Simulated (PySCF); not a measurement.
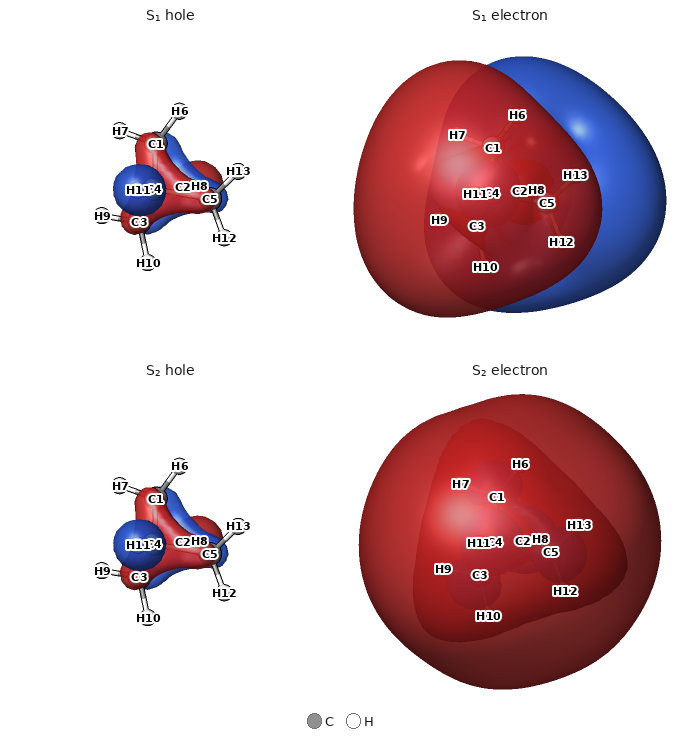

Figure. C5H8, SMILES `C1C2CC1C2`. Leading natural transition orbitals (CIS singlet states).

Method: HF/6-31+G*; geometry: GFN2-xTB; program: PySCF. No frequency check shows the geometry to be a minimum.

Input

```python
import numpy as np
from pyscf import gto, scf, dft, tdscf
from pyscf.scf import atom_ks, atom_hf
from scipy.linalg import block_diag

def solve(mol, dm0=None, hcore=None):
    mf = scf.UHF(mol) if mol.spin else scf.RHF(mol)
    mf = mf.density_fit(auxbasis='def2-universal-jkfit')
    mf.conv_tol, mf.max_cycle = 1e-8, 80
    if hcore is not None:
        mf.get_hcore = lambda *args: hcore
    mf.kernel(dm0)
    if not mf.converged:
        mf = mf.newton().run(mf.mo_coeff, mf.mo_occ, max_cycle=30)
    assert mf.converged, 'SCF not converged'
    return mf

mol = gto.M(atom='''
C     -0.31533    -1.18258    -0.00172
C      0.00011    -0.00162     0.92969
C     -0.86656     0.86431     0.00139
C     -0.00006     0.00165    -0.92957
C      1.18182     0.31822     0.00013
H      0.39155    -2.01009    -0.00232
H     -1.34024    -1.54840    -0.00178
H      0.00038    -0.00398     2.01466
H     -1.93657     0.66597     0.00065
H     -0.67085     1.93489     0.00234
H     -0.00024     0.00403    -2.01454
H      1.54503     1.34415     0.00167
H      2.01108    -0.38646    -0.00020
''', basis='6-31+g*', charge=0, spin=0, verbose=4)
mf = solve(mol)
td = mf.TDA()
td.nstates, td.singlet, td.conv_tol = 4, True, 1e-5
td.kernel()
td.analyze()
x, y = np.array([p[0] for p in td.xy]), np.array([p[1] + 0 * p[0] for p in td.xy])
f, mu = td.oscillator_strength(), td.transition_dipole()
nto = [td.get_nto(state=i + 1, verbose=4) for i in range(len(td.e))]
# spherically averaged free atoms, for the promolecule
atm = scf.atom_hf.get_atm_nrhf(mol)
pro = block_diag(*[(atm[a[0]][2] * atm[a[0]][3]) @ atm[a[0]][2].T for a in mol._atom])
np.savez('result.npz', e=td.e, f=f, ok=td.converged, w=[n[0] for n in nto], nto=[n[1] for n in nto], x=x, y=y, c=mf.mo_coeff, occ=mf.mo_occ, eps=mf.mo_energy, pro=pro, mu=mu)
```

Command:

```sh
OMP_NUM_THREADS=1 python input.py
```

The run took 78 s on 1 thread of Arm Neoverse V1, on a shared host, peak memory 0.2 GiB.

Describe these excited states.

Answer. By state:
- S₁: 9.50 eV (130 nm), f = 0.000 (dark), diffuse (Rydberg-like) orbital; the leading pair carries 95 %; hole on C2 and C4 (21 % each), H8 and H11 (14 % each) and C1, C3 and C5 (9 % each), electron on C2 and C4 (19 % each), C1, C3 and C5 (12 % each) and H8 and H11 (8 % each) (atom shares of so diffuse an orbital are rough); their centroids lie 0.0 Å apart; S₂ lies within 0.1 eV of it.
- S₂: 9.53 eV (130 nm), f = 0.088, diffuse (Rydberg-like) orbital; the leading pair carries 91 %; hole on C2 and C4 (21 % each), H8 and H11 (13 % each) and C1, C3 and C5 (10 % each), electron on C2 and C4 (16 % each), C1, C3 and C5 (13 % each) and H8 and H11 (6 % each) (atom shares of so diffuse an orbital are rough); their centroids lie 0.0 Å apart; S₁ lies within 0.1 eV of it.
